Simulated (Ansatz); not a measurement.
## Electronic structure of CH₂Ge (SMILES [CH2]=[Ge]) (triplet) in real space

```json
{"atom": "C", "x (Å)": "-1.1950", "y (Å)": "0.5208", "z (Å)": "-0.3373"}
{"atom": "Ge", "x (Å)": "-1.6269", "y (Å)": "1.3533", "z (Å)": "1.3833"}
{"atom": "H", "x (Å)": "-1.2639", "y (Å)": "-0.5617", "z (Å)": "-0.5261"}
{"atom": "H", "x (Å)": "-0.8571", "y (Å)": "1.0846", "z (Å)": "-1.2205"}
```

Geometry: PBE0-D3(BJ)/def2-SVP.

The calculation used Ansatz 0.2.0, isolated molecule in a Gaussian basis; Kohn-Sham density functional theory, functional PBE0.

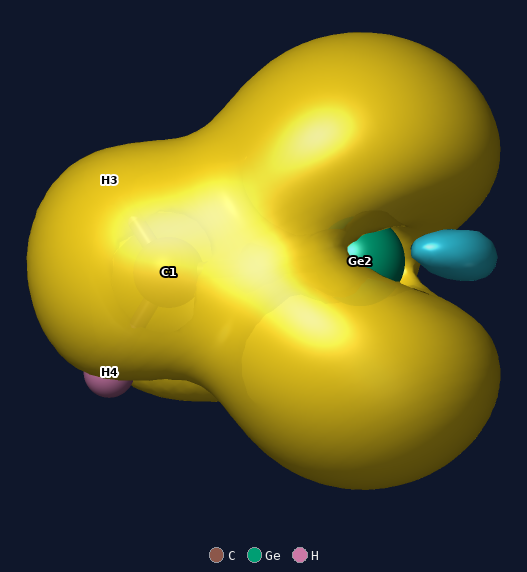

Figure 1. Isosurfaces of the spin density at +0.015 (yellow) and −0.015 e/Å³ (cyan), seen at a tilt.

Which atoms carry the spin?

Answer. The unpaired spin (2 electrons) lies mostly on Ge2 (about 1.1) and C1 (about 0.7), in electrons by Hirshfeld's partition.

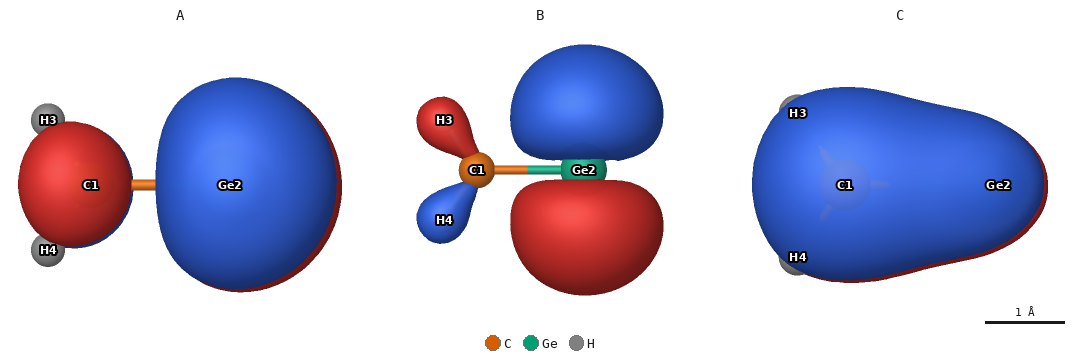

Figure 2. Three frontier orbitals at ±0.1 Å⁻³ᐟ² (blue and red are the two phases), in no order.

Which picture is the HOMO−1, the HOMO and the LUMO? All are α orbitals.

Answer. C is the HOMO−1 (α) (−7.71 eV). Its weight (Hirshfeld) is mainly on C1 (about 65 %) and Ge2 (about 25 %); it changes sign across the molecular plane (π type); π-bonding across C1–Ge2. B is the HOMO (α) (−4.79 eV). Its weight (Hirshfeld) is mainly on Ge2 (about 90 %) and C1 (about 5 %); it is symmetric in the molecular plane (an in-plane orbital: σ, lone-pair or in-plane π type). A is the LUMO (α) (−2.10 eV). It lies mainly on Ge2 (about 80 %) and C1 (about 15 %); it changes sign across the molecular plane (π type).

What is the gap between the highest occupied and lowest empty α orbitals?

Answer. 2.69 eV between the orbital energies.

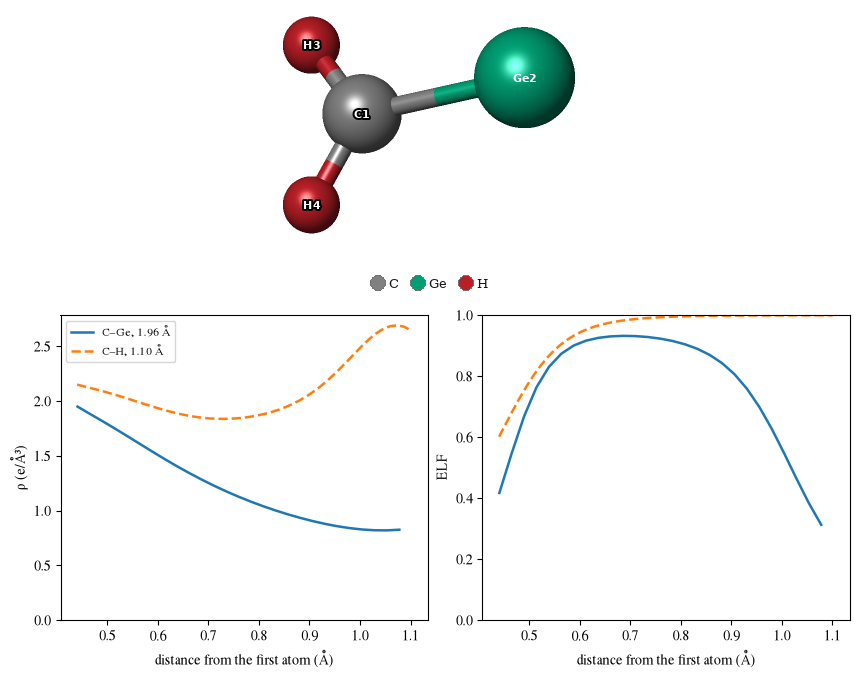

Figure 3. Total electron density and electron localisation function along straight lines between neighbouring atoms. The curves leave out the atomic cores. The structure is drawn too.

What can be read from the curves?

Answer. C–Ge (1.96 Å): ρ at the midpoint is about 0.84 e/Å³; the ELF peaks at about 0.95 in the valence shell of C, 0.7 Å from its nucleus, and is about 0.65 at the midpoint.
C–H (1.10 Å): the density is about 2 e/Å³ at the midpoint; the ELF climbs to about 1 towards the hydrogen, as it does in any bond to H (an ordinary covalent bond to hydrogen).

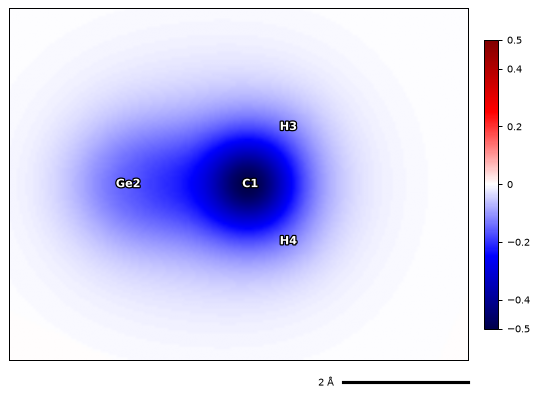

Figure 4. The HOMO−1 (α) on a plane 0.8 Å above the molecular plane (values in Å⁻³ᐟ²; the overall sign is arbitrary).

Describe this orbital and give its energy.

Answer. By Hirshfeld shares it lies mainly on C1 (about 65 %) and Ge2 (about 25 %); it changes sign across the molecular plane (π type); π-bonding across C1–Ge2. Its energy is −7.71 eV.
